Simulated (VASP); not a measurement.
Band structure of KTaO3 (cubic perovskite). All values below come from modified Becke-Johnson potential (mBJ), VASP's PBE PAW potentials (set 64) (plane waves; VASP).

mBJ is a potential without an energy functional, so only the levels count. Unless said otherwise, spin-orbit coupling is left out, though it shifts the bands of the heavy elements here.

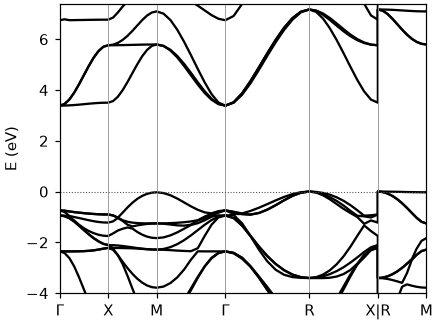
Fig. 1. Bands along high-symmetry lines, zero at the valence-band maximum or, without a gap, the Fermi level

**Question.** Read the plot: is there a gap, and where are the band edges?

**Answer.** The gap is indirect, 3.38 eV, from the valence maximum at R to the conduction minimum at Γ.

Measured: gap 3.64 eV (computed value off by -0.26 eV), as given by Burak Himmetoglu et al., Journal of Physics Condensed Matter (2016), arXiv:1601.06205.

The compound is KTaO3 in the cubic perovskite structure. It was relaxed first. The cell's shape comes from a PBE relaxation.
